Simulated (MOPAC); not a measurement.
## Geometry relaxation of C2H6Cl2Sn (part 2 of 2)

C2H6Cl2Sn, SMILES [CH3][Sn]([CH3])([Cl])[Cl]; PM6, closed shell (MOPAC 23.2.5). The atoms were displaced at random from an optimised geometry.

Geometry of the input (Å):
```
C  -1.8527  0.3387  0.2653
Sn 0.1645  0.4027  -0.4053
C  1.6368  -0.9256  0.3514
Cl 0.0999  0.0883  -2.7260
Cl 0.9323  2.5699  -0.0575
H  -1.8979  0.5326  1.3327
H  -2.4009  1.0932  -0.2719
H  -2.2745  -0.6416  0.0651
H  2.5766  -0.7086  -0.1361
H  1.7266  -0.7721  1.4153
H  1.3347  -1.9590  0.1473
```

Trajectory as extended XYZ (Å, eV, eV/Å), 20 of the 55 frames kept, from step=0 to step=54:
```
11
Properties=species:S:1:pos:R:3:forces:R:3 step=0 energy=-2.85718
C    -1.8527    0.3387    0.2653    0.5992  -0.2690   0.0722
Sn    0.1645    0.4027   -0.4053   -0.1269  -0.1491  -0.1079
C     1.6368   -0.9256    0.3514   -0.6183   0.0015  -0.1959
Cl    0.0999    0.0883   -2.7260   -0.0014  -0.0170  -0.1069
Cl    0.9323    2.5699   -0.0575    0.1069   0.2854   0.0569
H    -1.8979    0.5326    1.3327   -0.1260   0.0468   0.0256
H    -2.4009    1.0932   -0.2719   -0.3656   0.1836  -0.0579
H    -2.2745   -0.6416    0.0651   -0.1483   0.0116  -0.0006
H     2.5766   -0.7086   -0.1361    0.2707  -0.1283   0.0006
H     1.7266   -0.7721    1.4153    0.1898  -0.1091   0.2378
H     1.3347   -1.9590    0.1473    0.2199   0.1436   0.0762
11
Properties=species:S:1:pos:R:3:forces:R:3 step=3 energy=-2.87591
C    -1.8321    0.3373    0.2598    0.1458  -0.4935   0.5302
Sn    0.1620    0.3972   -0.4119    0.0621   0.2215  -0.2175
C     1.6192   -0.9139    0.3499   -0.1558  -0.2591   0.1561
Cl    0.0975    0.0810   -2.7395    0.0091   0.0072   0.0001
Cl    0.9371    2.5871   -0.0449   -0.0029  -0.0253  -0.0095
H    -1.9034    0.5354    1.3338    0.0422  -0.0297  -0.0888
H    -2.4123    1.0860   -0.2321   -0.3910   0.3702  -0.3183
H    -2.2826   -0.6417    0.0752    0.0117   0.1175  -0.0278
H     2.5825   -0.7275   -0.1094    0.1722  -0.0081  -0.0899
H     1.7366   -0.7858    1.4229    0.0335  -0.0008   0.0707
H     1.3455   -1.9564    0.1631    0.0731   0.1000  -0.0055
11
Properties=species:S:1:pos:R:3:forces:R:3 step=6 energy=-2.88898
C    -1.8315    0.3310    0.2746   -0.0768  -0.0380  -0.0507
Sn    0.1633    0.4021   -0.4191    0.0140   0.0491  -0.0062
C     1.6160   -0.9194    0.3597    0.0539  -0.0407  -0.0318
Cl    0.0977    0.0795   -2.7446    0.0075   0.0132   0.0011
Cl    0.9368    2.5873   -0.0420    0.0092   0.0080  -0.0190
H    -1.9021    0.5330    1.3414    0.0350  -0.0207  -0.0098
H    -2.4224    1.0907   -0.2415   -0.0510  -0.0388   0.0290
H    -2.2845   -0.6415    0.0733    0.0257   0.0851   0.0289
H     2.5855   -0.7323   -0.1091   -0.0326  -0.0348   0.0399
H     1.7378   -0.7875    1.4329   -0.0049  -0.0098  -0.0037
H     1.3478   -1.9570    0.1632    0.0200   0.0275   0.0221
11
Properties=species:S:1:pos:R:3:forces:R:3 step=9 energy=-2.89070
C    -1.8341    0.3296    0.2734   -0.0124   0.0017   0.0277
Sn    0.1646    0.4043   -0.4195   -0.0052  -0.0153  -0.0246
C     1.6164   -0.9243    0.3629    0.0210   0.0391   0.0128
Cl    0.0973    0.0828   -2.7478    0.0127   0.0161   0.0383
Cl    0.9370    2.5896   -0.0456    0.0114   0.0064  -0.0141
H    -1.8953    0.5246    1.3429    0.0276   0.0022  -0.0171
H    -2.4386    1.0838   -0.2328   -0.0054  -0.0083   0.0064
H    -2.2866   -0.6400    0.0782    0.0084  -0.0158  -0.0129
H     2.5886   -0.7448   -0.0987   -0.0064   0.0030  -0.0040
H     1.7374   -0.7926    1.4365   -0.0216   0.0075  -0.0030
H     1.3508   -1.9600    0.1709   -0.0301  -0.0366  -0.0095
11
Properties=species:S:1:pos:R:3:forces:R:3 step=11 energy=-2.89104
C    -1.8354    0.3285    0.2734    0.0045   0.0058   0.0116
Sn    0.1643    0.4036   -0.4192   -0.0031   0.0001  -0.0008
C     1.6169   -0.9243    0.3634   -0.0108  -0.0275   0.0031
Cl    0.0981    0.0860   -2.7452    0.0107   0.0070  -0.0001
Cl    0.9377    2.5897   -0.0492    0.0086   0.0018  -0.0099
H    -1.8922    0.5232    1.3425    0.0126  -0.0011  -0.0031
H    -2.4426    1.0823   -0.2309    0.0077  -0.0102   0.0081
H    -2.2865   -0.6410    0.0758    0.0042  -0.0190  -0.0046
H     2.5891   -0.7468   -0.0984   -0.0077   0.0073  -0.0007
H     1.7357   -0.7927    1.4373   -0.0145   0.0058  -0.0072
H     1.3498   -1.9625    0.1711   -0.0122   0.0298   0.0036
11
Properties=species:S:1:pos:R:3:forces:R:3 step=14 energy=-2.89144
C    -1.8360    0.3242    0.2764    0.0161   0.0095  -0.0048
Sn    0.1628    0.4031   -0.4184    0.0077   0.0097  -0.0136
C     1.6144   -0.9251    0.3658   -0.0209  -0.0225  -0.0091
Cl    0.1018    0.0928   -2.7449    0.0058  -0.0016  -0.0084
Cl    0.9402    2.5893   -0.0569    0.0055   0.0042  -0.0006
H    -1.8865    0.5188    1.3454   -0.0048  -0.0139   0.0120
H    -2.4472    1.0775   -0.2232    0.0110  -0.0060   0.0012
H    -2.2849   -0.6459    0.0753    0.0033  -0.0128   0.0116
H     2.5873   -0.7484   -0.0950   -0.0109   0.0051   0.0013
H     1.7307   -0.7920    1.4393   -0.0079   0.0007   0.0030
H     1.3451   -1.9627    0.1728   -0.0048   0.0276   0.0075
11
Properties=species:S:1:pos:R:3:forces:R:3 step=17 energy=-2.89218
C    -1.8334    0.3122    0.2892    0.0049   0.0081   0.0006
Sn    0.1587    0.4047   -0.4226    0.0139   0.0096   0.0057
C     1.6022   -0.9242    0.3735   -0.0105  -0.0164  -0.0003
Cl    0.1125    0.1056   -2.7506   -0.0076  -0.0115  -0.0029
Cl    0.9475    2.5877   -0.0697   -0.0038   0.0117   0.0085
H    -1.8749    0.5010    1.3604    0.0012  -0.0067  -0.0065
H    -2.4538    1.0632   -0.2017    0.0047  -0.0054   0.0020
H    -2.2788   -0.6609    0.0922    0.0111  -0.0012   0.0016
H     2.5777   -0.7503   -0.0812    0.0062  -0.0004  -0.0110
H     1.7154   -0.7900    1.4474   -0.0195   0.0066  -0.0010
H     1.3294   -1.9603    0.1822   -0.0006   0.0057   0.0032
11
Properties=species:S:1:pos:R:3:forces:R:3 step=20 energy=-2.89241
C    -1.8314    0.3113    0.2899    0.0023  -0.0119  -0.0008
Sn    0.1597    0.4073   -0.4243    0.0002   0.0024  -0.0012
C     1.5991   -0.9253    0.3722    0.0085   0.0244   0.0019
Cl    0.1121    0.1008   -2.7519   -0.0062  -0.0015   0.0075
Cl    0.9478    2.5902   -0.0654   -0.0065  -0.0002   0.0004
H    -1.8736    0.4969    1.3613    0.0075   0.0060   0.0007
H    -2.4531    1.0609   -0.2003   -0.0048   0.0014   0.0004
H    -2.2750   -0.6633    0.0946    0.0143   0.0050  -0.0081
H     2.5748   -0.7518   -0.0840   -0.0047  -0.0123   0.0059
H     1.7090   -0.7873    1.4460   -0.0026  -0.0002   0.0009
H     1.3257   -1.9608    0.1846   -0.0079  -0.0132  -0.0075
11
Properties=species:S:1:pos:R:3:forces:R:3 step=23 energy=-2.89257
C    -1.8293    0.3082    0.2909    0.0009   0.0058  -0.0014
Sn    0.1604    0.4097   -0.4256   -0.0015   0.0016   0.0006
C     1.5956   -0.9253    0.3730   -0.0040  -0.0098   0.0017
Cl    0.1119    0.0997   -2.7519   -0.0056   0.0001  -0.0031
Cl    0.9487    2.5918   -0.0655   -0.0060   0.0030  -0.0007
H    -1.8683    0.4921    1.3629    0.0009  -0.0034  -0.0017
H    -2.4561    1.0567   -0.1947    0.0049   0.0010  -0.0020
H    -2.2692   -0.6669    0.0918    0.0065  -0.0029   0.0014
H     2.5727   -0.7583   -0.0808    0.0087   0.0028   0.0009
H     1.7020   -0.7864    1.4470    0.0032  -0.0055   0.0011
H     1.3198   -1.9610    0.1841   -0.0079   0.0073   0.0032
11
Properties=species:S:1:pos:R:3:forces:R:3 step=26 energy=-2.89265
C    -1.8273    0.3075    0.2904    0.0034  -0.0017   0.0017
Sn    0.1617    0.4109   -0.4264    0.0089   0.0018   0.0002
C     1.5941   -0.9260    0.3744    0.0027  -0.0020   0.0004
Cl    0.1098    0.0989   -2.7525   -0.0023   0.0019  -0.0001
Cl    0.9479    2.5930   -0.0648   -0.0028   0.0060  -0.0025
H    -1.8656    0.4893    1.3628   -0.0029   0.0000  -0.0006
H    -2.4553    1.0556   -0.1940    0.0026  -0.0011  -0.0009
H    -2.2636   -0.6690    0.0904   -0.0044  -0.0005   0.0010
H     2.5731   -0.7614   -0.0765   -0.0007   0.0021  -0.0010
H     1.6995   -0.7889    1.4488   -0.0017  -0.0023  -0.0006
H     1.3144   -1.9601    0.1839   -0.0027  -0.0043   0.0026
11
Properties=species:S:1:pos:R:3:forces:R:3 step=28 energy=-2.89267
C    -1.8268    0.3076    0.2899    0.0025  -0.0035   0.0006
Sn    0.1625    0.4110   -0.4263    0.0040   0.0012   0.0003
C     1.5941   -0.9270    0.3746    0.0012   0.0043   0.0004
Cl    0.1088    0.0988   -2.7525   -0.0006   0.0025   0.0020
Cl    0.9472    2.5939   -0.0647   -0.0026   0.0014  -0.0033
H    -1.8660    0.4893    1.3621   -0.0016   0.0019   0.0010
H    -2.4544    1.0556   -0.1953    0.0023  -0.0017  -0.0001
H    -2.2633   -0.6690    0.0901   -0.0026   0.0009  -0.0006
H     2.5732   -0.7616   -0.0763   -0.0036  -0.0049   0.0007
H     1.6993   -0.7902    1.4490   -0.0004  -0.0006   0.0009
H     1.3133   -1.9610    0.1849    0.0013  -0.0016  -0.0018
11
Properties=species:S:1:pos:R:3:forces:R:3 step=31 energy=-2.89269
C    -1.8253    0.3061    0.2897   -0.0019  -0.0001   0.0003
Sn    0.1640    0.4112   -0.4258   -0.0032   0.0012   0.0001
C     1.5928   -0.9289    0.3760    0.0008   0.0006  -0.0010
Cl    0.1076    0.1009   -2.7521    0.0017   0.0003   0.0001
Cl    0.9461    2.5956   -0.0672   -0.0008  -0.0008  -0.0008
H    -1.8655    0.4880    1.3619   -0.0010   0.0010   0.0008
H    -2.4530    1.0535   -0.1961    0.0011   0.0006   0.0004
H    -2.2620   -0.6704    0.0896    0.0014  -0.0004   0.0003
H     2.5725   -0.7659   -0.0740    0.0010  -0.0020   0.0001
H     1.6970   -0.7931    1.4507    0.0001   0.0007   0.0004
H     1.3101   -1.9623    0.1855    0.0007  -0.0012  -0.0008
11
Properties=species:S:1:pos:R:3:forces:R:3 step=34 energy=-2.89269
C    -1.8258    0.3064    0.2899    0.0004   0.0002   0.0003
Sn    0.1636    0.4110   -0.4256    0.0008  -0.0006  -0.0002
C     1.5933   -0.9288    0.3756    0.0002  -0.0002  -0.0001
Cl    0.1082    0.1011   -2.7520    0.0007  -0.0001  -0.0001
Cl    0.9460    2.5953   -0.0674   -0.0009   0.0003  -0.0001
H    -1.8662    0.4888    1.3619   -0.0007   0.0005   0.0001
H    -2.4528    1.0541   -0.1964   -0.0009   0.0002   0.0004
H    -2.2626   -0.6701    0.0900    0.0008   0.0002   0.0003
H     2.5728   -0.7657   -0.0746    0.0001   0.0001  -0.0002
H     1.6978   -0.7928    1.4502    0.0001  -0.0002  -0.0004
H     1.3112   -1.9624    0.1850   -0.0007  -0.0002   0.0001
11
Properties=species:S:1:pos:R:3:forces:R:3 step=37 energy=-2.89269
C    -1.8256    0.3064    0.2902    0.0002   0.0001  -0.0001
Sn    0.1638    0.4110   -0.4256    0.0000   0.0001   0.0002
C     1.5931   -0.9293    0.3755   -0.0001   0.0000  -0.0001
Cl    0.1085    0.1013   -2.7520    0.0005  -0.0002   0.0001
Cl    0.9456    2.5956   -0.0677   -0.0004  -0.0003   0.0001
H    -1.8663    0.4889    1.3622    0.0008   0.0005   0.0000
H    -2.4528    1.0540   -0.1961   -0.0003  -0.0004  -0.0002
H    -2.2621   -0.6703    0.0904   -0.0002   0.0001   0.0001
H     2.5728   -0.7666   -0.0745   -0.0009   0.0001  -0.0002
H     1.6974   -0.7932    1.4502    0.0007  -0.0003   0.0002
H     1.3105   -1.9627    0.1851   -0.0003   0.0003  -0.0002
11
Properties=species:S:1:pos:R:3:forces:R:3 step=40 energy=-2.89269
C    -1.8257    0.3067    0.2903   -0.0007  -0.0001  -0.0001
Sn    0.1637    0.4110   -0.4255   -0.0010   0.0007   0.0000
C     1.5932   -0.9292    0.3753   -0.0006  -0.0001   0.0002
Cl    0.1088    0.1011   -2.7520    0.0001  -0.0002   0.0001
Cl    0.9454    2.5954   -0.0675    0.0001   0.0009   0.0002
H    -1.8663    0.4896    1.3623    0.0010   0.0002  -0.0002
H    -2.4531    1.0540   -0.1961    0.0006  -0.0001  -0.0003
H    -2.2622   -0.6700    0.0908   -0.0003  -0.0005   0.0003
H     2.5726   -0.7664   -0.0751    0.0003  -0.0002   0.0000
H     1.6978   -0.7933    1.4499    0.0004  -0.0003  -0.0003
H     1.3106   -1.9627    0.1847    0.0000  -0.0003   0.0001
11
Properties=species:S:1:pos:R:3:forces:R:3 step=43 energy=-2.89269
C    -1.8256    0.3069    0.2907    0.0004  -0.0001   0.0001
Sn    0.1637    0.4112   -0.4254    0.0010  -0.0007  -0.0001
C     1.5928   -0.9299    0.3746    0.0006   0.0001  -0.0004
Cl    0.1099    0.1007   -2.7518   -0.0006   0.0004  -0.0002
Cl    0.9446    2.5960   -0.0675    0.0001  -0.0009   0.0001
H    -1.8657    0.4914    1.3624   -0.0005   0.0005   0.0000
H    -2.4532    1.0534   -0.1967   -0.0006  -0.0003   0.0000
H    -2.2618   -0.6702    0.0929    0.0002   0.0001   0.0000
H     2.5721   -0.7675   -0.0764    0.0000  -0.0002   0.0001
H     1.6983   -0.7946    1.4492   -0.0002   0.0006   0.0002
H     1.3096   -1.9632    0.1838   -0.0004   0.0004   0.0000
11
Properties=species:S:1:pos:R:3:forces:R:3 step=45 energy=-2.89269
C    -1.8256    0.3069    0.2906    0.0001  -0.0001   0.0000
Sn    0.1637    0.4111   -0.4254    0.0002  -0.0003  -0.0001
C     1.5929   -0.9298    0.3747    0.0002  -0.0001  -0.0001
Cl    0.1097    0.1008   -2.7518   -0.0004   0.0003  -0.0001
Cl    0.9447    2.5959   -0.0675    0.0003  -0.0004   0.0002
H    -1.8658    0.4912    1.3624   -0.0001   0.0004   0.0000
H    -2.4532    1.0535   -0.1967   -0.0002  -0.0002   0.0000
H    -2.2619   -0.6702    0.0926    0.0000  -0.0001   0.0001
H     2.5722   -0.7674   -0.0762    0.0003  -0.0001   0.0000
H     1.6982   -0.7944    1.4493   -0.0001   0.0005   0.0000
H     1.3097   -1.9631    0.1840   -0.0002   0.0001   0.0001
11
Properties=species:S:1:pos:R:3:forces:R:3 step=48 energy=-2.89269
C    -1.8256    0.3068    0.2906   -0.0001   0.0002   0.0000
Sn    0.1637    0.4110   -0.4256   -0.0008   0.0002   0.0000
C     1.5930   -0.9296    0.3749   -0.0005  -0.0002   0.0001
Cl    0.1094    0.1009   -2.7520   -0.0002   0.0002   0.0000
Cl    0.9449    2.5957   -0.0673    0.0002   0.0001   0.0000
H    -1.8658    0.4915    1.3622    0.0001   0.0002  -0.0001
H    -2.4533    1.0532   -0.1969    0.0002  -0.0003  -0.0003
H    -2.2619   -0.6703    0.0929    0.0006   0.0000   0.0001
H     2.5724   -0.7673   -0.0759   -0.0003  -0.0001  -0.0001
H     1.6981   -0.7936    1.4495    0.0004   0.0000  -0.0001
H     1.3097   -1.9629    0.1845    0.0004  -0.0003   0.0003
11
Properties=species:S:1:pos:R:3:forces:R:3 step=51 energy=-2.89268
C    -1.8248    0.3078    0.2910   -0.0027  -0.0005   0.0003
Sn    0.1639    0.4104   -0.4259    0.0055   0.0005  -0.0010
C     1.5928   -0.9309    0.3742    0.0023  -0.0003  -0.0015
Cl    0.1105    0.1023   -2.7526   -0.0006  -0.0004   0.0001
Cl    0.9427    2.5957   -0.0660    0.0026   0.0002   0.0000
H    -1.8649    0.5046    1.3607   -0.0031   0.0001  -0.0020
H    -2.4543    1.0470   -0.2051   -0.0019   0.0007   0.0020
H    -2.2589   -0.6724    0.1044    0.0013  -0.0013   0.0012
H     2.5715   -0.7722   -0.0798   -0.0039   0.0001   0.0004
H     1.7015   -0.7921    1.4481    0.0000   0.0003   0.0003
H     1.3068   -1.9642    0.1877    0.0005   0.0006   0.0003
11
Properties=species:S:1:pos:R:3:forces:R:3 step=54 energy=-2.89269
C    -1.8252    0.3073    0.2909    0.0004   0.0001  -0.0003
Sn    0.1638    0.4106   -0.4260   -0.0001   0.0007   0.0002
C     1.5928   -0.9302    0.3746   -0.0004   0.0001   0.0001
Cl    0.1101    0.1018   -2.7526   -0.0004   0.0000   0.0003
Cl    0.9437    2.5955   -0.0662    0.0014   0.0002  -0.0003
H    -1.8653    0.5005    1.3611   -0.0011   0.0006   0.0011
H    -2.4544    1.0487   -0.2021   -0.0012   0.0003  -0.0009
H    -2.2597   -0.6721    0.1012    0.0009  -0.0015  -0.0001
H     2.5716   -0.7704   -0.0785   -0.0005   0.0000  -0.0004
H     1.7002   -0.7918    1.4486    0.0009  -0.0002   0.0002
H     1.3078   -1.9636    0.1873    0.0001  -0.0003   0.0001
```

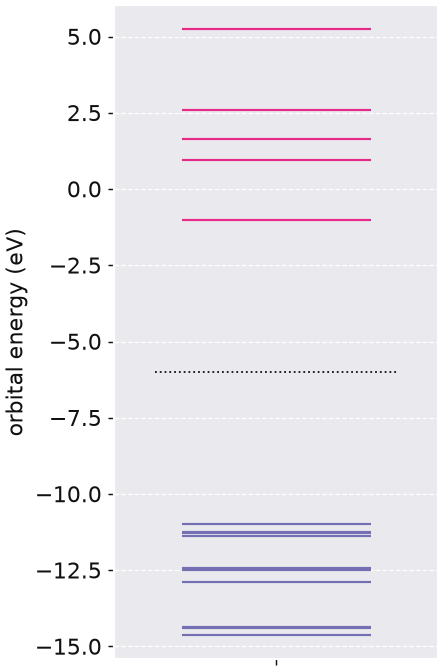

*Orbital energies near the frontier; the dotted line parts filled from empty levels, and levels within 0.02 eV of each other stand side by side.*

Highest filled −10.97 eV, lowest empty −1.02 eV, 9.95 eV apart.
